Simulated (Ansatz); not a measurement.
# Geometry relaxation of Hf3H12O12 (charge −1) (part 3 of 3)

The same run, continued: Hf3H12O12, charge −1, multiplicity 2; UKS PBE-D4/def2-SVP (Ansatz 0.2.0). The geometry: PBE-D4/def2-SVP start.

**Trajectory as extended XYZ, continued**
```
27
Properties=species:S:1:pos:R:3:forces:R:3 step=20 energy=-28661.88691
Hf   -0.3372    0.7902   -1.5989    0.0150   0.0125   0.0962
Hf    2.2497    0.0106    1.0329    0.0083   0.0623   0.0060
Hf   -1.0533   -0.6412    1.4392   -0.0230   0.0782   0.0054
O    -3.9419   -0.2185   -2.1893    0.0090  -0.0113  -0.0042
O    -1.6533   -2.4966    1.8433    0.0293  -0.0643  -0.0110
O     0.8354   -0.4950   -2.5096    0.0168   0.0075  -0.0321
O     0.3376    0.4414    0.3283   -0.0652  -0.0100  -0.0319
O    -2.2678    0.3046    2.7005    0.0017  -0.0157   0.0078
O    -1.9037    1.3042   -2.8691   -0.0118  -0.0058  -0.0162
O    -1.9249   -0.2357   -0.4458    0.0192  -0.0130  -0.0104
O     3.0074   -0.8069   -0.6592    0.2995  -0.8189  -0.0379
O     0.7706   -0.4418    2.6176   -0.0034  -0.0324   0.0433
O     0.5837    2.5366   -1.5170   -0.0179   0.0133  -0.0129
O     2.6069    1.9457    0.4985    0.0838   0.0163  -0.0101
O     3.6748   -0.4242    2.3535    0.0011  -0.0063   0.0167
H    -3.6882   -1.0184   -2.6874   -0.0049   0.0037   0.0024
H    -3.2843    0.4638   -2.5519    0.0024   0.0001   0.0025
H    -1.1617   -3.2778    1.5325   -0.0072   0.0182   0.0044
H     1.6858   -0.6987   -2.0344    0.0029  -0.0024   0.0111
H    -2.7685   -0.1773    3.3858    0.0116   0.0137  -0.0240
H    -2.0045    2.2070   -3.2144    0.0043   0.0025   0.0010
H    -2.8196   -0.3366   -0.8908    0.0103   0.0059   0.0055
H     3.3171   -1.7496   -0.6251   -0.3220   0.7909  -0.0075
H     1.0225   -1.1464    3.2467    0.0012   0.0015  -0.0052
H     1.3147    2.5920   -0.8486    0.0076  -0.0279  -0.0061
H     3.5373    2.2182    0.3879   -0.0646  -0.0239   0.0103
H     3.8655   -0.6498    3.2748   -0.0040   0.0054  -0.0032
27
Properties=species:S:1:pos:R:3:forces:R:3 step=22 energy=-28661.90248
Hf   -0.3360    0.8180   -1.5785    0.1776  -0.0233  -0.0171
Hf    2.2492    0.0174    1.0402   -0.0695   0.0865  -0.1539
Hf   -1.0315   -0.6574    1.4360   -0.0534   0.1025   0.0253
O    -3.9251   -0.2198   -2.1786   -0.0167  -0.0354   0.0031
O    -1.5600   -2.5401    1.8200    0.0989  -0.0877  -0.0312
O     0.8722   -0.4345   -2.4923   -0.0652   0.0309   0.0191
O     0.3251    0.4946    0.3597    0.0727  -0.0805   0.0296
O    -2.2789    0.2678    2.6760   -0.2311  -0.1422   0.1884
O    -1.9043    1.3259   -2.8490   -0.0075  -0.0071  -0.0014
O    -1.9164   -0.2360   -0.4368   -0.0087  -0.0316   0.0106
O     2.9429   -0.8794   -0.6529    0.0202   0.0437   0.0856
O     0.7749   -0.4336    2.6359    0.0520   0.0012  -0.0324
O     0.5833    2.5662   -1.5177   -0.0300   0.0053  -0.0030
O     2.6528    1.9233    0.4277    0.0053  -0.0677   0.0005
O     3.6803   -0.3791    2.3636    0.0071  -0.0291   0.0445
H    -3.6504   -1.0342   -2.6424   -0.0029   0.0580   0.0045
H    -3.2690    0.4632   -2.5442   -0.0060  -0.0146  -0.0065
H    -0.9930   -3.2885    1.5527   -0.0769   0.0731   0.0026
H     1.7231   -0.6448   -2.0117   -0.0894   0.0268  -0.0032
H    -2.8983   -0.2284    3.2522    0.1957   0.1429  -0.1528
H    -2.0008    2.2276   -3.1986    0.0001  -0.0077  -0.0036
H    -2.8217   -0.3140   -0.8657    0.0527  -0.0335  -0.0378
H     2.9443   -1.8540   -0.5911   -0.0114  -0.0386   0.0027
H     1.0440   -1.1501    3.2436   -0.0085  -0.0113   0.0104
H     1.3487    2.5844   -0.8864    0.0030   0.0295   0.0173
H     3.5861    2.1909    0.3460   -0.0117  -0.0072   0.0064
H     3.8586   -0.5854    3.2922    0.0036   0.0171  -0.0075
27
Properties=species:S:1:pos:R:3:forces:R:3 step=24 energy=-28661.91450
Hf   -0.3301    0.8320   -1.5747    0.0329   0.1206   0.0820
Hf    2.2481    0.0143    1.0357    0.0264  -0.0272  -0.0395
Hf   -1.0338   -0.6359    1.4439    0.0207  -0.0042  -0.0174
O    -3.9205   -0.2280   -2.1775    0.0152  -0.0130  -0.0042
O    -1.5134   -2.5348    1.8081    0.0239  -0.0389  -0.0396
O     0.8630   -0.4121   -2.5100    0.0368  -0.0342   0.0043
O     0.3295    0.5063    0.3637    0.0061  -0.0273  -0.0079
O    -2.3034    0.2555    2.6888   -0.0404  -0.0287   0.0460
O    -1.9060    1.3255   -2.8400   -0.0033   0.0032  -0.0167
O    -1.8992   -0.2416   -0.4423   -0.0278  -0.0118  -0.0252
O     2.9272   -0.9405   -0.6241    0.0091   0.0401  -0.0012
O     0.7782   -0.4139    2.6361    0.0068  -0.0096   0.0290
O     0.5546    2.6015   -1.4898   -0.0068  -0.0359  -0.0326
O     2.6777    1.9007    0.3936   -0.0043  -0.0077  -0.0011
O     3.6747   -0.3828    2.3714   -0.0314   0.0119  -0.0336
H    -3.6680   -1.0284   -2.6749    0.0001  -0.0056  -0.0053
H    -3.2671    0.4569   -2.5439   -0.0135   0.0240   0.0156
H    -0.9562   -3.2590    1.4645   -0.0366   0.0638   0.0340
H     1.6940   -0.6611   -2.0187   -0.0078   0.0028  -0.0012
H    -2.8649   -0.2431    3.3119    0.0318   0.0265  -0.0222
H    -2.0019    2.2219   -3.2035   -0.0005  -0.0091   0.0055
H    -2.7930   -0.3411   -0.8907    0.0083  -0.0145   0.0076
H     2.8948   -1.9138   -0.5418   -0.0232  -0.0122   0.0018
H     1.0431   -1.1328    3.2435   -0.0067  -0.0076   0.0029
H     1.3309    2.6302   -0.8733   -0.0220  -0.0115  -0.0143
H     3.6134    2.1632    0.3304    0.0008   0.0008  -0.0006
H     3.8283   -0.5389    3.3135    0.0054   0.0056   0.0337
27
Properties=species:S:1:pos:R:3:forces:R:3 step=25 energy=-28661.91768
Hf   -0.3282    0.8464   -1.5675    0.0158  -0.0298  -0.0016
Hf    2.2492    0.0046    1.0328    0.0212  -0.0123   0.0183
Hf   -1.0338   -0.6326    1.4447   -0.0162  -0.0362  -0.0113
O    -3.9108   -0.2422   -2.1832    0.0182  -0.0059  -0.0143
O    -1.5198   -2.5301    1.8025    0.0145  -0.0291  -0.0049
O     0.8596   -0.4061   -2.4999    0.0041  -0.0027  -0.0033
O     0.3329    0.5057    0.3663   -0.0193   0.0465  -0.0112
O    -2.3047    0.2497    2.6965   -0.0041  -0.0046   0.0117
O    -1.9088    1.3332   -2.8308   -0.0122   0.0095   0.0004
O    -1.8943   -0.2474   -0.4457   -0.0079   0.0104   0.0105
O     2.9256   -0.9505   -0.6262    0.0077  -0.0364  -0.0138
O     0.7804   -0.4242    2.6379   -0.0168  -0.0076   0.0116
O     0.5604    2.6126   -1.5067    0.0061   0.0109   0.0227
O     2.6799    1.8865    0.3792    0.0060   0.0137  -0.0013
O     3.6687   -0.3765    2.3803    0.0088  -0.0015   0.0148
H    -3.6454   -1.0239   -2.7042   -0.0013   0.0230   0.0090
H    -3.2701    0.4645   -2.5320   -0.0095  -0.0247   0.0012
H    -0.9512   -3.2517    1.4750   -0.0176   0.0265   0.0070
H     1.6913   -0.6546   -2.0100    0.0040   0.0032  -0.0015
H    -2.8468   -0.2502    3.3345    0.0148   0.0110  -0.0097
H    -2.0078    2.2293   -3.1936    0.0049   0.0014  -0.0013
H    -2.7832   -0.3626   -0.9000    0.0025   0.0010   0.0117
H     2.8481   -1.9233   -0.5537   -0.0083   0.0270   0.0029
H     1.0396   -1.1490    3.2410   -0.0003   0.0058  -0.0097
H     1.3358    2.6419   -0.8897   -0.0023  -0.0104  -0.0115
H     3.6152    2.1522    0.3235   -0.0013  -0.0037   0.0018
H     3.8182   -0.5016    3.3288   -0.0113   0.0150  -0.0282
27
Properties=species:S:1:pos:R:3:forces:R:3 step=27 energy=-28661.92009
Hf   -0.3233    0.8556   -1.5574   -0.0576   0.0232  -0.0075
Hf    2.2413   -0.0037    1.0281   -0.0216  -0.0071  -0.0035
Hf   -1.0365   -0.6404    1.4446   -0.0094   0.0071  -0.0036
O    -3.8933   -0.2553   -2.1949    0.0023   0.0038  -0.0046
O    -1.5120   -2.5443    1.7858   -0.0149   0.0202   0.0058
O     0.8637   -0.3937   -2.4943    0.0125  -0.0096   0.0020
O     0.3228    0.5283    0.3827    0.0333   0.0009   0.0094
O    -2.2979    0.2347    2.7119    0.0140  -0.0055  -0.0195
O    -1.9074    1.3492   -2.8155    0.0125  -0.0006   0.0070
O    -1.8954   -0.2404   -0.4403    0.0013  -0.0077   0.0041
O     2.9002   -0.9935   -0.6199   -0.0382  -0.1707   0.0238
O     0.7778   -0.4406    2.6393    0.0117  -0.0026  -0.0042
O     0.5634    2.6231   -1.4983    0.0078  -0.0002   0.0103
O     2.6939    1.8644    0.3476   -0.0016   0.0043   0.0054
O     3.6665   -0.3418    2.3803    0.0553  -0.0145   0.1662
H    -3.6120   -1.0260   -2.7230    0.0012  -0.0001   0.0000
H    -3.2621    0.4646   -2.5324   -0.0019  -0.0091  -0.0012
H    -0.9386   -3.2521    1.4397    0.0111  -0.0168  -0.0050
H     1.6935   -0.6506   -2.0045   -0.0016  -0.0002  -0.0149
H    -2.8217   -0.2635    3.3649   -0.0075  -0.0062   0.0145
H    -1.9957    2.2428   -3.1874    0.0032  -0.0027   0.0026
H    -2.7788   -0.3687   -0.9015    0.0029   0.0083  -0.0014
H     2.7197   -1.9569   -0.5428    0.0309   0.1733  -0.0043
H     1.0399   -1.1785    3.2249    0.0022   0.0008  -0.0033
H     1.3462    2.6405   -0.8899    0.0037   0.0012  -0.0144
H     3.6319    2.1242    0.3126   -0.0120  -0.0047  -0.0005
H     3.8139   -0.3775    3.3396   -0.0398   0.0152  -0.1634
27
Properties=species:S:1:pos:R:3:forces:R:3 step=29 energy=-28661.92179
Hf   -0.3263    0.8626   -1.5550    0.0049   0.0018   0.0017
Hf    2.2402   -0.0070    1.0280   -0.0103  -0.0024  -0.0038
Hf   -1.0365   -0.6440    1.4419   -0.0057  -0.0023  -0.0011
O    -3.8886   -0.2563   -2.2041    0.0057  -0.0014  -0.0035
O    -1.5184   -2.5466    1.7819    0.0060  -0.0125  -0.0049
O     0.8562   -0.3902   -2.4944    0.0151  -0.0046   0.0114
O     0.3241    0.5284    0.3840    0.0022   0.0083  -0.0063
O    -2.2944    0.2239    2.7164   -0.0054  -0.0103   0.0124
O    -1.9069    1.3570   -2.8144    0.0021   0.0046   0.0004
O    -1.8974   -0.2349   -0.4396   -0.0058   0.0023  -0.0037
O     2.8914   -1.0114   -0.6121    0.0025   0.0184   0.0038
O     0.7807   -0.4510    2.6365    0.0057   0.0007   0.0065
O     0.5673    2.6269   -1.4983    0.0056  -0.0056   0.0082
O     2.6916    1.8611    0.3462    0.0006   0.0039  -0.0051
O     3.6700   -0.3304    2.3814    0.0200  -0.0032  -0.0011
H    -3.6006   -1.0281   -2.7270   -0.0011  -0.0043   0.0000
H    -3.2588    0.4644   -2.5411   -0.0032   0.0031   0.0011
H    -0.9464   -3.2571    1.4371   -0.0080   0.0091   0.0048
H     1.6852   -0.6551   -2.0083   -0.0138   0.0015  -0.0118
H    -2.7978   -0.2734    3.3870    0.0103   0.0096  -0.0124
H    -1.9929    2.2502   -3.1874   -0.0014  -0.0003  -0.0009
H    -2.7788   -0.3623   -0.9048   -0.0008   0.0004   0.0052
H     2.6951   -1.9671   -0.5268   -0.0043  -0.0189  -0.0029
H     1.0451   -1.1942    3.2144   -0.0011  -0.0019   0.0012
H     1.3559    2.6410   -0.8971   -0.0079  -0.0012  -0.0037
H     3.6298    2.1206    0.3167    0.0008   0.0000   0.0020
H     3.8112   -0.3269    3.3391   -0.0127   0.0053   0.0025
27
Properties=species:S:1:pos:R:3:forces:R:3 step=31 energy=-28661.92246
Hf   -0.3281    0.8722   -1.5487    0.0119  -0.0079  -0.0010
Hf    2.2379   -0.0147    1.0221   -0.0087  -0.0059  -0.0054
Hf   -1.0378   -0.6508    1.4412    0.0235  -0.0009  -0.0102
O    -3.8723   -0.2666   -2.2220    0.0043  -0.0052  -0.0053
O    -1.5285   -2.5541    1.7694    0.0036   0.0045  -0.0024
O     0.8461   -0.3875   -2.4906    0.0011   0.0006   0.0023
O     0.3227    0.5324    0.3898   -0.0062   0.0044  -0.0059
O    -2.2797    0.2098    2.7353   -0.0172  -0.0150   0.0251
O    -1.9050    1.3744   -2.8082   -0.0018   0.0011  -0.0005
O    -1.9021   -0.2227   -0.4343   -0.0079   0.0018   0.0011
O     2.8766   -1.0471   -0.6042   -0.0075  -0.0056   0.0072
O     0.7862   -0.4677    2.6331    0.0007  -0.0072   0.0079
O     0.5741    2.6314   -1.4940   -0.0039  -0.0011   0.0037
O     2.6950    1.8482    0.3279    0.0138   0.0009   0.0026
O     3.6745   -0.3001    2.3813    0.0244   0.0039   0.0798
H    -3.5655   -1.0343   -2.7406   -0.0032   0.0070   0.0047
H    -3.2512    0.4645   -2.5518   -0.0006  -0.0022   0.0004
H    -0.9603   -3.2637    1.4171   -0.0038   0.0044   0.0023
H     1.6743   -0.6638   -2.0117   -0.0051   0.0023  -0.0022
H    -2.7562   -0.2855    3.4272    0.0143   0.0159  -0.0240
H    -1.9885    2.2669   -3.1834   -0.0023  -0.0019   0.0005
H    -2.7786   -0.3574   -0.9066    0.0008  -0.0020   0.0030
H     2.6271   -1.9916   -0.5182    0.0053   0.0118  -0.0012
H     1.0512   -1.2201    3.1991   -0.0024   0.0038  -0.0001
H     1.3662    2.6393   -0.8975    0.0038   0.0000   0.0023
H     3.6327    2.1117    0.3263   -0.0128  -0.0021  -0.0018
H     3.7892   -0.2227    3.3417   -0.0243  -0.0056  -0.0830
27
Properties=species:S:1:pos:R:3:forces:R:3 step=33 energy=-28661.92283
Hf   -0.3278    0.8721   -1.5497   -0.0037   0.0012  -0.0018
Hf    2.2393   -0.0155    1.0201   -0.0028   0.0055   0.0025
Hf   -1.0340   -0.6485    1.4409   -0.0031  -0.0016   0.0060
O    -3.8720   -0.2693   -2.2206   -0.0005  -0.0005  -0.0003
O    -1.5293   -2.5503    1.7694    0.0015  -0.0007  -0.0005
O     0.8451   -0.3876   -2.4929    0.0004  -0.0001  -0.0009
O     0.3249    0.5338    0.3881   -0.0024  -0.0032   0.0050
O    -2.2756    0.2119    2.7359    0.0003   0.0026   0.0008
O    -1.9059    1.3730   -2.8084    0.0022   0.0018  -0.0003
O    -1.9021   -0.2201   -0.4328    0.0028   0.0005   0.0003
O     2.8793   -1.0443   -0.6071    0.0030   0.0007  -0.0002
O     0.7892   -0.4666    2.6338   -0.0033   0.0004  -0.0035
O     0.5747    2.6308   -1.4908   -0.0018   0.0005  -0.0035
O     2.6974    1.8483    0.3290    0.0001  -0.0024   0.0002
O     3.6732   -0.3034    2.3824    0.0139  -0.0060  -0.0080
H    -3.5653   -1.0376   -2.7381   -0.0001   0.0004   0.0006
H    -3.2507    0.4613   -2.5511    0.0002  -0.0002   0.0001
H    -0.9646   -3.2622    1.4167   -0.0007  -0.0005   0.0001
H     1.6741   -0.6630   -2.0154    0.0002   0.0002   0.0010
H    -2.7573   -0.2849    3.4222   -0.0008  -0.0007  -0.0011
H    -1.9941    2.2660   -3.1814   -0.0015  -0.0004  -0.0001
H    -2.7788   -0.3571   -0.9039    0.0023   0.0002   0.0000
H     2.6359   -1.9901   -0.5225    0.0003  -0.0025  -0.0014
H     1.0526   -1.2181    3.2016   -0.0001   0.0008  -0.0017
H     1.3665    2.6377   -0.8937    0.0022   0.0006   0.0007
H     3.6349    2.1115    0.3252   -0.0005   0.0012  -0.0007
H     3.7703   -0.2279    3.3432   -0.0081   0.0024   0.0066
```

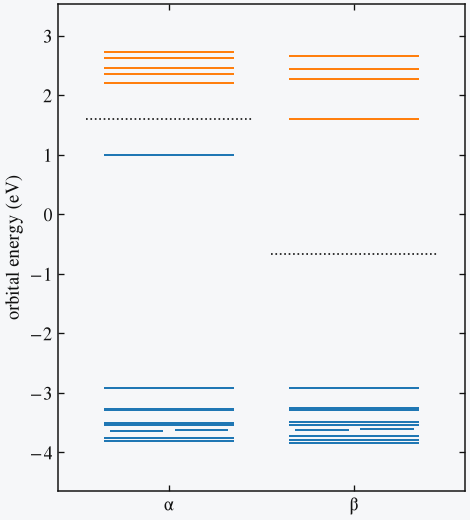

Orbital energies near the frontier for α and β spins; the dotted line parts filled from empty levels, and levels within 0.02 eV of each other stand side by side. α: highest filled 1.00 eV, lowest empty 2.21 eV, 1.21 eV apart; β: highest filled −2.92 eV, lowest empty 1.60 eV, 4.52 eV apart.

**Key numbers**

- outcome: converged
- total energy: −28661.9229 eV
- mean-field energy: −28661.1679 eV
- dispersion energy: −0.7550 eV
- ⟨S²⟩: 0.751
- HOMO (either spin): 1.00 eV
- LUMO (either spin): 1.60 eV
- largest force (length of the vector) at the end: 0.017 eV/Å
- wall time: 3.1 min (CPU time 3.9 min)
- peak memory: 1.1 GiB

The highest filled orbital lies above zero: either the extra electron isn't bound at this level, or the self-interaction error of the functional lifts the level.
